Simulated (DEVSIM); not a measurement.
System: Schottky contact on n-type Si, at 300 K.

```csv
layer (left to right),material,thickness (μm),Nd (cm⁻³),τn (s),τp (s)
1,Si,0.640,1.5e16,0.00056,0.00056
2,Si,8.70,2e18,0.00056,0.00056
```

Left contact: Schottky, work function 4.6 eV, emission velocity 2.5e6 cm/s. Right contact: ohmic. Voltage is applied to the left contact. Recombination: SRH at mid-gap, radiative, Auger. Mobility is constant in doping.

Constants are typed, rounded textbook-type inputs, not results; the design itself was drawn at random and stands for no fabricated device. Values at 300 K.

```csv
parameter,Si
gap (eV),1.124
affinity (eV),4.05
permittivity,11.7
Nc (cm⁻³),2.86e19
Nv (cm⁻³),3.1e19
μn (cm²/Vs),1417
μp (cm²/Vs),470
B (cm³/s),4.7e-15
Cn (cm⁶/s),2.8e-31
Cp (cm⁶/s),9.9e-32
```

Simulated with DEVSIM: 1D drift-diffusion, Boltzmann statistics, complete ionisation; no tunnelling, impact ionisation, image-force lowering or self-heating. Metal contacts follow the ideal Schottky-Mott rule: no Fermi-level pinning, no interface dipoles.

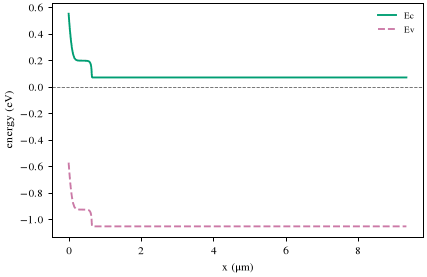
Fig. 1. Band edges at zero bias

Energies count from the Fermi level of the right contact; mesh points crowd at the junctions.

```csv
x (μm),Ec (eV),Ev (eV),n (cm⁻³),p (cm⁻³),field (V/cm)
0.000,0.550,-0.574,1.6e10,7.1e9,-39000
0.02338,0.465,-0.659,4.4e11,2.6e8,-34000
0.06774,0.339,-0.785,5.9e13,2000000,-23000
0.1588,0.215,-0.909,6.9e15,17000,-5300
0.3900,0.195,-0.929,1.5e16,7700,-16
0.5206,0.194,-0.930,1.6e16,7300,-470
0.5894,0.182,-0.942,2.5e16,4700,-4300
0.6338,0.124,-1.000,2.3e17,500,-38000
0.6536,0.069,-1.055,2.0e18,< 1e2,-870
0.6911,0.069,-1.055,2.0e18,< 1e2,≈ 0
0.7721,0.069,-1.055,2.0e18,< 1e2,≈ 0
1.013,0.069,-1.055,2.0e18,< 1e2,≈ 0
1.408,0.069,-1.055,2.0e18,< 1e2,≈ 0
2.195,0.069,-1.055,2.0e18,< 1e2,≈ 0
4.633,0.069,-1.055,2.0e18,< 1e2,≈ 0
6.886,0.069,-1.055,2.0e18,< 1e2,≈ 0
8.121,0.069,-1.055,2.0e18,< 1e2,≈ 0
8.766,0.069,-1.055,2.0e18,< 1e2,≈ 0
9.129,0.069,-1.055,2.0e18,< 1e2,≈ 0
9.246,0.069,-1.055,2.0e18,< 1e2,≈ 0
9.305,0.069,-1.055,2.0e18,< 1e2,≈ 0
9.340,0.069,-1.055,2.0e18,< 1e2,≈ 0
```
